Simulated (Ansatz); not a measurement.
# C2H5BrOSi: one species, many methods

How much do the methods differ for C2H5BrOSi? The plan is to run it at one geometry with functionals of several rungs and with coupled cluster. The yardstick is the atomisation energy at the CCSD(T) limit.

Method: functionals in def2-TZVPP, the program's frozen cores in correlated methods; program: Ansatz 0.2.0, Gaussian basis.

The runs, in order: LDA (SPW92), PBE-D4, revPBE-D4, BLYP-D4, r2SCAN-D4, B97M-V, PBE0-D4, B3LYP-D4, r2SCANh-D4, r2SCAN0-D4, HSE06-D4, BHLYP-D4, CAM-B3LYP-D4, LC-ωPBE, ωB97X-V, ωB97M-V, B2PLYP, PBE-QIDH; CCSD(T)/def2-SVP; CCSD(T)/def2-TZVPP; MP2/def2-QZVPP; extrapolation to the limit; RPA on PBE.

## (1) The geometry

The geometry comes from an earlier relaxation with PBE0-D4 in a triple-zeta def2 set; it is a stationary point, not always the lowest conformer.

SMILES `C=CO[SiH2]Br`, 10 atoms, charge 0, spin multiplicity 1.

Atoms are counted from 1 here; the program's logs count them from 0.

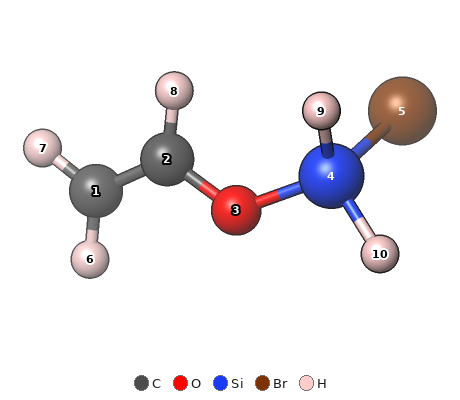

The structure; carbon dark grey, oxygen red, silicon blue, bromine brown, hydrogen pink; atoms are numbered from 1 in the order of the file.

Coordinates:

```xyz
10

C    -0.6587   -1.6037    1.2233
C    -0.5798   -0.5595    0.4170
O     0.5510    0.1893    0.3082
Si    0.8138    1.3758   -0.7916
Br    1.0403    0.5358   -2.8295
H     0.1849   -1.9161    1.8256
H    -1.5829   -2.1606    1.2864
H    -1.4194   -0.2374   -0.1964
H    -0.3417    2.3001   -0.8420
H     2.0756    2.0253   -0.3980
```

## (2) LDA

This LDA is Slater exchange with PW92 correlation.

in.yaml reads:

```yaml
crystal:
  periodic: [false, false, false]
  atoms:
    - {symbol: C, position_ang: [-0.658707, -1.603707, 1.223339]}
    - {symbol: C, position_ang: [-0.579807, -0.559495, 0.417024]}
    - {symbol: O, position_ang: [0.550956, 0.189313, 0.308224]}
    - {symbol: Si, position_ang: [0.813782, 1.375757, -0.791634]}
    - {symbol: Br, position_ang: [1.040282, 0.535780, -2.829543]}
    - {symbol: H, position_ang: [0.184929, -1.916147, 1.825581]}
    - {symbol: H, position_ang: [-1.582870, -2.160605, 1.286446]}
    - {symbol: H, position_ang: [-1.419420, -0.237398, -0.196362]}
    - {symbol: H, position_ang: [-0.341669, 2.300069, -0.841998]}
    - {symbol: H, position_ang: [2.075624, 2.025334, -0.397977]}
basis:
  gaussian: {orbitals: def2-TZVPP}
hamiltonian: {xc: lda}
output: {orbitals: {seedname: orbitals}}
```

Started as:

```console
> ansatz run in.yaml --threads 4 --pin off --events-out ev --progress --plain --max-ram 10444MiB
```

After this run come: PBE-D4 (GGA); revPBE-D4 (GGA); BLYP-D4 (GGA); r2SCAN-D4 (meta-GGA); B97M-V (meta-GGA); PBE0-D4 (hybrid); B3LYP-D4 (hybrid); r2SCANh-D4 (hybrid); r2SCAN0-D4 (hybrid); HSE06-D4 (hybrid); BHLYP-D4 (hybrid); CAM-B3LYP-D4 (range-separated); LC-ωPBE (range-separated); ωB97X-V (range-separated); ωB97M-V (range-separated); B2PLYP (double hybrid); PBE-QIDH (double hybrid); CCSD(T) in def2-SVP; CCSD(T) in def2-TZVPP; MP2 in def2-QZVPP; RPA on PBE orbitals.

Q: Predict the results of all the runs planned. Wanted: atomisation energy, CCSD(T)/CBS; farthest beyond LDA; mean size of error, GGA; mean size of error, meta-GGA; mean size of error, hybrid; mean size of error, range-separated; mean size of error, double hybrid; gap, smallest and largest; T1 diagnostic.

The runs gave:

```
                               quantity                                                                                                          value
        atomisation energy, CCSD(T)/CBS                                                                                                  3779.4 kJ/mol
 functionals within 37.8 kJ/mol (1.0 %)  BLYP-D4, r2SCAN-D4, B97M-V, PBE0-D4, B3LYP-D4, r2SCANh-D4, HSE06-D4, CAM-B3LYP-D4, ωB97X-V, ωB97M-V, PBE-QIDH
                    farthest beyond LDA                                                                                       BHLYP-D4 (-123.0 kJ/mol)
                mean size of error, GGA                                                                                                    39.6 kJ/mol
           mean size of error, meta-GGA                                                                                                     6.0 kJ/mol
             mean size of error, hybrid                                                                                                    39.3 kJ/mol
    mean size of error, range-separated                                                                                                    13.0 kJ/mol
      mean size of error, double hybrid                                                                                                    42.9 kJ/mol
              gap, smallest and largest                                                                      5.04 eV (LDA (SPW92)), 12.21 eV (LC-ωPBE)
                          T1 diagnostic                                                                                                         0.0104
triples share of the correlation energy                                                                                                          3.8 %
```

In words: LDA overbinds by 531.2 kJ/mol (14 %). PBE-D4 misses by +57.0 kJ/mol. Double hybrids carry the basis error of their MP2 part in triple zeta, and no dispersion term here, so their miss is partly the set-up's. The rungs meta-GGA, range-separated miss on average by less than the doubt on the reference (37.8 kJ/mol), so they tie. Misses under about 37.8 kJ/mol are within the doubt on the reference itself, which lacks core-valence correlation, relativity and higher excitations, and its outer-core shells are covered unevenly. All levels share the lack of spin-orbit coupling, which lowers the free heavy atoms and so the true binding. Hartree-Fock recovers 73 % of the binding; the rest is correlation. CCSD(T) in def2-SVP is off by -235.0 kJ/mol, more than most functionals: a good method in a small basis is no reference. Orbital gaps span 5.0 to 12.2 eV; exact exchange widens them. Correlated methods include outer-core shells of Br, which these sets cover unevenly.
